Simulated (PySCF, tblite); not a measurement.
Breaking a bond: Li2, singlet.

Computed with: UCCSD(T) = PySCF with CCSD(T) on UHF/6-31G; GFN2-xTB, 300 K electronic temperature (tblite); UKS-BLYP = unrestricted BLYP/6-31G (PySCF).

Energies are in mEh, each relative to the lowest point of its own curve near equilibrium.

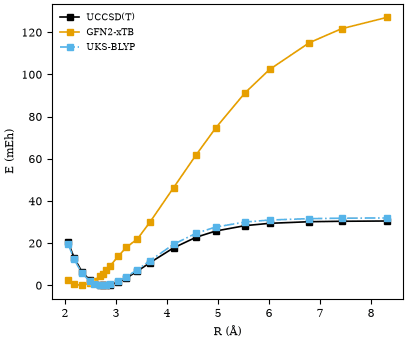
Fig. 1. Energy against bond length for each method.

```tsv
R / Å	UCCSD(T)	GFN2-xTB	UKS-BLYP
2.06	20.5	2.4	19.8
2.18	13.1	0.5	12.3
2.33	6.5	0.0	5.9
2.49	2.3	1.1	1.9
2.57	1.1	2.2	0.8
2.68	0.2	4.2	0.1
2.74	0.0	5.5	0.0
2.81	0.0	7.2	0.1
2.88	0.3	9.1	0.5
3.04	1.5	13.7	1.9
3.20	3.5	18.0	4.0
3.42	6.8	22.0	7.5
3.67	10.8	30.1	11.8
4.13	17.8	46.4	19.5
4.57	22.8	61.9	24.7
4.96	25.8	74.8	27.7
5.53	28.3	91.3	30.0
6.01	29.4	102.4	31.0
6.79	30.2	115.1	31.6
7.42	30.4	121.7	31.9
8.31	30.5	127.1	32.0
```

At the longest distance, 8.31 Å, GFN2-xTB lies highest above its minimum (127.1 mEh) and UCCSD(T) lowest (30.5 mEh).

The unrestricted determinant behind UCCSD(T) is spin-contaminated at 2.06 to 8.31 Å (<S²> up to 1.0, against 0.00 for a pure singlet). The unrestricted determinant behind UKS-BLYP is spin-contaminated at 4.13 to 8.31 Å (<S²> up to 1.0, against 0.00 for a pure singlet).
